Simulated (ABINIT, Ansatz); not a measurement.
## InF3 (R-3c): changed settings of a GW run in ABINIT

Aim: change inputs of a GW run on InF3 (R-3c) and see what moves.

Calculated with ABINIT 10.8.3; LDA and many-body steps on it, plane waves.

## Step 1: The starting structure

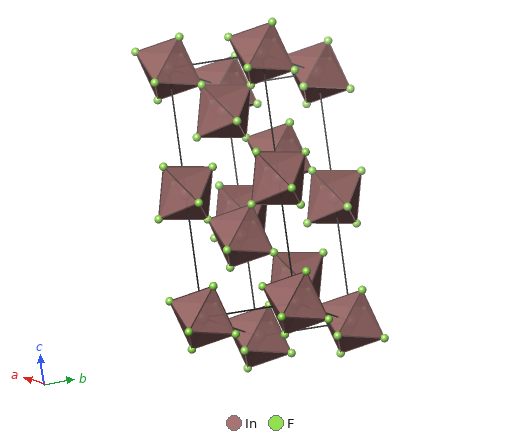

Start, viewed from a free direction; indium brown, fluorine green. This picture shows the conventional cell, with its axes. Some periodic images of atoms are drawn too.

Coordinates:

```cif
data_structure
_symmetry_space_group_name_H-M 'R-3c:H'
_symmetry_Int_Tables_number 167
_cell_length_a 5.2043
_cell_length_b 5.2043
_cell_length_c 14.7225
_cell_angle_alpha 90.000
_cell_angle_beta 90.000
_cell_angle_gamma 120.000
_cell_volume 345.33
loop_
_atom_site_label
_atom_site_type_symbol
_atom_site_symmetry_multiplicity
_atom_site_Wyckoff_symbol
_atom_site_fract_x
_atom_site_fract_y
_atom_site_fract_z
_atom_site_occupancy
In1 In 6 b 0.66667 0.33333 0.33333 1
F1 F 18 e 0.64571 0.64571 0.25000 1
```

The cell and positions are those that the Materials Project relaxed with its own functionals (PBE, PBE+U or r2SCAN), kept fixed.

## Step 2: Screening, 4×4×4 mesh, 124 bands, screening to 114.3 eV

This step: ABINIT 10.8.3; RPA screening on LDA, plane waves, norm-conserving pseudopotentials.

The RPA dielectric matrix is built and inverted for each q.

The input, run.abi:

```
acell 3*1.0 Angstrom
rprim 
  2.602141182914 1.502346912402 4.907506134507
  -2.602141182914 1.502346912402 4.907506134507
  0.000000000000 -3.004693824873 4.907506134486
ntypat 2
znucl 49 9
natom 8
typat 1 1 2 2 2 2 2 2
xred 
  0.500000000000 0.500000000000 0.500000000000
  -0.000000000000 0.000000000000 0.000000000000
  0.395709220000 0.750000000000 0.104290780000
  0.750000000000 0.104290780000 0.395709220000
  0.895709220000 0.604290780000 0.250000000000
  0.250000000000 0.895709220000 0.604290780000
  0.604290780000 0.250000000000 0.895709220000
  0.104290780000 0.395709220000 0.750000000000
pp_dirpath "pseudos"
pseudos "In.upf, F.upf"
ecut 36
ngkpt 4 4 4
nshiftk 1
shiftk 0 0 0
kptopt 1
chksymbreak 0
istwfk *1
occopt 1
irdwfk 1
optdriver 3
nband 124
ecuteps 4.2
inclvkb 2
awtr 1
symchi 1
indata_prefix "in"
outdata_prefix "out"
tmpdata_prefix "tmp"
```

Launch:

```bash
OMP_NUM_THREADS=1 mpirun -n 8 abinit run.abi > log
```

The program printed:

```text
.Version 10.8.3 of ABINIT. v10.8.2 released Aug 2026.

 Symmetries : space group R-3 c (#167); Bravais hR (rhombohedral)
[... echo of the input left out ...]
== DATASET  1 ==================================================================
-   mpi_nproc: 8, omp_nthreads: 1 (-1 if OMP is not activated)

--- !DatasetInfo
iteration_state: {dtset: 1, }
dimensions: {natom: 8, nkpt: 13, mband: 124, nsppol: 1, nspinor: 1, nspden: 1, mpw: 8026, }
cutoff_energies: {ecut:  36.0, pawecutdg:  -1.0, }
electrons: {nelect:   8.40000000E+01, charge:   0.00000000E+00, occopt:   1.00000000E+00, tsmear:   1.00000000E-02, }

 SCREENING: Calculation of the susceptibility and dielectric matrices

 Based on a program developped by R.W. Godby, V. Olevano, G. Onida, and L. Reining.
 Incorporated in ABINIT by V. Olevano, G.-M. Rignanese, and M. Torrent.
.Using double precision arithmetic ; gwpc =  8

[... cell and pseudopotentials left out ...]
--------------------------------------------------------------------------------

 ==== K-mesh for the wavefunctions ====
 Number of points in the irreducible wedge :    13
[... list of points left out ...]
 Together with 12 symmetry operations and time-reversal symmetry
 yields    64 points in the full Brillouin Zone.

 ==== Q-mesh for the screening function ====
 Number of points in the irreducible wedge :    13
[... list of points left out ...]
 Together with 12 symmetry operations and time-reversal symmetry
 yields    64 points in the full Brillouin Zone.

 setmesh: FFT mesh size selected  =    40x   40x   40
          total number of points  =        64000

 vcoul_init : cutoff-mode = AUXILIARY_FUNCTION
 q-points for optical limit:   1
     1)      0.000010    0.000020    0.000030

- screening: taking advantage of time-reversal symmetry
- Maximum band index for partially occupied states nbvw = 42
- Remaining bands to be divided among processors   nbcw = 82
- Number of bands treated by each node ~10

 Number of electrons calculated from density =   84.0000; Expected =   84.0000
 average of density, n =  0.108136
 r_s =    1.3021
 omega_plasma =   31.7205 [eV]

 calculating chi0 at frequencies [eV] :
  1    0.000000E+00    0.000000E+00
  2    0.000000E+00    3.172052E+01

--------------------------------------------------------------------------------
  q-point number  1        q = ( 0.000000, 0.000000, 0.000000) [r.l.u.]
--------------------------------------------------------------------------------
[... chi0 elements left out ...]
 For q-point:  0.000010 0.000020 0.000030
  dielectric constant =   2.3880
  dielectric constant without local fields =   2.4898

  Average fulfillment of the sum rule on Im[epsilon] for q-point    1 :     33.10  [%]
[... wings left out ...]
  q-point number  2        q = ( 0.250000, 0.000000, 0.000000) [r.l.u.]
--------------------------------------------------------------------------------
[... chi0 elements left out ...]
  Average fulfillment of the sum rule on Im[epsilon] for q-point    2 :     42.76  [%]

 [... 11 further q-points ...]
```

Elapsed: 5.2 min, on 8 MPI ranks of Arm Neoverse V1, shared host; peak memory 7 GiB.

Numbers from this step:

- ε∞ with local fields, on this mesh, along the program's q direction: 2.388
- the same without local fields: 2.490
- plasma frequency: 31.72 eV
- plane waves in the screening matrix: 327

Local fields lower ε∞ by 4 %.

## Step 3: Base

The self-energy is evaluated for the states that the input lists, and the levels follow from it, in one-shot runs by the linearised quasiparticle equation.

This step: G0W0 on LDA, plane waves, norm-conserving pseudopotentials.

run.abi, as its differences from that of step 2:

```diff
@@ -29,8 +29,17 @@
 irdwfk 1
-optdriver 3
+optdriver 4
 nband 124
+gwcalctyp 0
+ecutsigx 36
+symsigma 1
+nkptgw 2
+kptgw 
+  0.5000000000 0.5000000000 0.0000000000
+  0.0000000000 0.0000000000 0.0000000000
+bdgw 
+  41 44
+  41 44
 ecuteps 4.2
-inclvkb 2
-awtr 1
-symchi 1
+irdscr 1
+ppmodel 1
 indata_prefix "in"
```

The program printed:

```text
.Version 10.8.3 of ABINIT. v10.8.2 released Aug 2026.

 Symmetries : space group R-3 c (#167); Bravais hR (rhombohedral)
[... echo of the input left out ...]
== DATASET  1 ==================================================================
-   mpi_nproc: 8, omp_nthreads: 1 (-1 if OMP is not activated)

--- !DatasetInfo
iteration_state: {dtset: 1, }
dimensions: {natom: 8, nkpt: 13, mband: 124, nsppol: 1, nspinor: 1, nspden: 1, mpw: 8026, }
cutoff_energies: {ecut:  36.0, pawecutdg:  -1.0, }
electrons: {nelect:   8.40000000E+01, charge:   0.00000000E+00, occopt:   1.00000000E+00, tsmear:   1.00000000E-02, }

 SIGMA: Calculation of the GW corrections

 Based on a program developped by R.W. Godby, V. Olevano, G. Onida, and L. Reining.
 Incorporated in ABINIT by V. Olevano, G.-M. Rignanese, and M. Torrent.
.Using double precision arithmetic ; gwpc =  8

[... cell and pseudopotentials left out ...]
--------------------------------------------------------------------------------

 ==== K-mesh for the wavefunctions ====
 Number of points in the irreducible wedge :    13
[... list of points left out ...]
 Together with 12 symmetry operations and time-reversal symmetry
 yields    64 points in the full Brillouin Zone.

 ==== Q-mesh for screening function ====
 Number of points in the irreducible wedge :    13
[... list of points left out ...]
 Together with 12 symmetry operations and time-reversal symmetry
 yields    64 points in the full Brillouin Zone.

 vcoul_init : cutoff-mode = AUXILIARY_FUNCTION
 q-points for optical limit:   1
     1)      0.000010    0.000020    0.000030
 setmesh: FFT mesh size selected  =    60x   60x   60
          total number of points  =       216000

 Number of electrons calculated from density =   84.0000; Expected =   84.0000
 average of density, n =  0.108136
 r_s =    1.3021
 omega_plasma =   31.7205 [eV]

 === KS Band Gaps ===
  >>>> For spin  1
   Minimum direct gap =   4.0423 [eV], located at k-point      :   0.0000  0.0000  0.0000
   Fundamental gap    =   4.0104 [eV], Top of valence bands at :   0.5000  0.5000  0.0000
                                       Bottom of conduction at :   0.0000  0.0000  0.0000
 SIGMA fundamental parameters:
 PLASMON POLE MODEL  1
 number of plane-waves for SigmaX                 7987
 number of plane-waves for SigmaC and W            327
 number of plane-waves for wavefunctions          7987
 number of bands                                   124
 number of independent spin polarizations            1
 number of spinorial components                      1
 number of k-points in IBZ                          13
 number of q-points in IBZ                          13
 number of symmetry operations                      12
 number of k-points in BZ                           64
 number of q-points in BZ                           64
 number of frequencies for dSigma/dE                 9
 frequency step for dSigma/dE [eV]                0.25
 number of omega for Sigma on real axis              0
 max omega for Sigma on real axis  [eV]           0.00
 zcut for avoiding poles [eV]                     0.10

 EPSILON^-1 parameters (SCR file):
 dimension of the eps^-1 matrix on file            327
 dimension of the eps^-1 matrix used               327
 number of plane-waves for wavefunctions          7987
 number of bands                                   124
 number of q-points in IBZ                          13
 number of frequencies                               2
 number of real frequencies                          1
 number of imag frequencies                          1

 matrix elements of self-energy operator (all in [eV])

 Perturbative Calculation

--- !SelfEnergy_ee
iteration_state: {dtset: 1, }
kpoint     : [   0.500,    0.500,    0.000, ]
spin       : 1
KS_gap     :    6.537
QP_gap     :   10.871
Delta_QP_KS:    4.335
data: !SigmaeeData |
     Band     E0 <VxcDFT>   SigX SigC(E0)      Z dSigC/dE  Sig(E)    E-E0       E
       41  -1.177 -23.605 -30.878   5.283   0.806  -0.241 -25.209  -1.604  -2.781
       42  -1.024 -22.915 -30.810   5.689   0.799  -0.252 -24.677  -1.762  -2.786
       43   5.512 -18.194 -12.844  -2.339   0.854  -0.170 -15.621   2.573   8.085
       44   7.061 -19.119 -13.049  -2.620   0.847  -0.181 -16.197   2.922   9.983

--- !SelfEnergy_ee
iteration_state: {dtset: 1, }
kpoint     : [   0.000,    0.000,    0.000, ]
spin       : 1
KS_gap     :    4.042
QP_gap     :    7.881
Delta_QP_KS:    3.839
data: !SigmaeeData |
     Band     E0 <VxcDFT>   SigX SigC(E0)      Z dSigC/dE  Sig(E)    E-E0       E
       41  -1.056 -22.752 -30.714   5.727   0.798  -0.253 -24.536  -1.784  -2.840
       42  -1.056 -22.752 -30.714   5.727   0.798  -0.253 -24.536  -1.784  -2.840
       43   2.986 -15.001 -10.317  -2.322   0.870  -0.149 -12.945   2.055   5.041
       44   8.395 -19.924 -13.242  -2.862   0.839  -0.192 -16.719   3.205  11.600

== END DATASET(S) ==============================================================
================================================================================

 -outvars: echo values of variables after computation  --------
           etotal      0.0000000000E+00
            nband         124
             nkpt          13
          spgroup         167
 [... the other variables as echoed above ...]

 Calculation completed.
```

Elapsed: 20 s, on 8 MPI ranks; peak memory 4.2 GiB; 2.6 min of CPU time.

This step gave:

| Item | Value |
| --- | --- |
| G0W0 gap on the points computed | 7.822 eV |
| starting gap on the mesh | 4.010 eV |
| k of the valence top | 0.5, 0.5, 0 |
| k of the conduction bottom | 0, 0, 0 |
| Z at the valence top | 0.806 |
| Z at the conduction bottom | 0.87 |
| least direct G0W0 gap on the computed points | 7.881 eV |

The gap on the mesh goes from 4.01 eV to 7.82 eV, a correction of +3.81 eV.

(Continued in part 2 of 2.)

[Paths, hosts, dates, memory and timing lines, banners, echoed tables and standing remarks are left out of the program output.]

[Logs are printed without paths, hosts, clocks, repeated set-up lines and the standing remarks that a program may print on its own settings, such as how far it seeks lower states.]

[Runs of the session that timed out or met a known fault of the program may be left out.]

[Hosts, paths, dates, database ids (printed as entryN), source tags and the programs' standing remarks are cut or masked in the printed files.]

[G0W0 gaps are taken among the corrected bands and points alone; a level outside them can change the order at an edge.]

[Where Ansatz stands beside ABINIT at settings called matched, ABINIT's density can come from a denser mesh and the files from another edition; pairs whose starting gaps differed by over 0.03 eV were left out, so agreement reads better than it is.]
